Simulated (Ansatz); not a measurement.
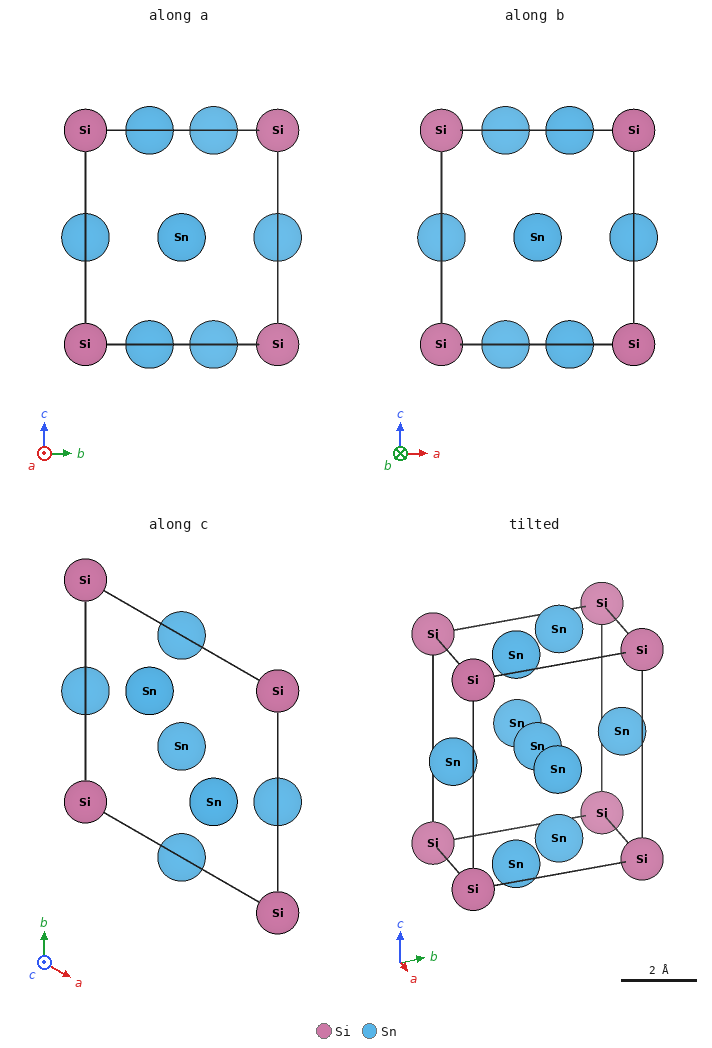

Spheres-only representation of a periodic structure, projected along the a axis, along the b axis, along the c axis and slightly off an axis. The conventional unit cell is drawn as a box.

Lattice parameters: a = 5.9620 Å, b = 5.9620 Å, c = 5.7525 Å, α = 90.000°, β = 90.000°, γ = 120.000°.

Write down what is shown as a CIF in P1 with every atom of the cell.

Answer.
```cif
data_structure
_symmetry_space_group_name_H-M 'P 1'
_symmetry_Int_Tables_number 1
_cell_length_a 5.9620
_cell_length_b 5.9620
_cell_length_c 5.7525
_cell_angle_alpha 90.000
_cell_angle_beta 90.000
_cell_angle_gamma 120.000
_cell_volume 177.08
loop_
_atom_site_label
_atom_site_type_symbol
_atom_site_fract_x
_atom_site_fract_y
_atom_site_fract_z
_atom_site_occupancy
Si1 Si 0.0000 0.0000 0.0000 1
Sn1 Sn 0.3333 0.6667 0.0000 1
Sn2 Sn 0.6667 0.3333 0.0000 1
Sn3 Sn 0.5000 0.0000 0.5000 1
Sn4 Sn 0.5000 0.5000 0.5000 1
Sn5 Sn 0.0000 0.5000 0.5000 1
```

It goes back to a structure type filled with these elements by a generator (whether the compound takes this form wasn't checked). Atoms and cell were optimised with DFT PBE, scalar-relativistic, plane waves, PAW in Ansatz 0.2.0.
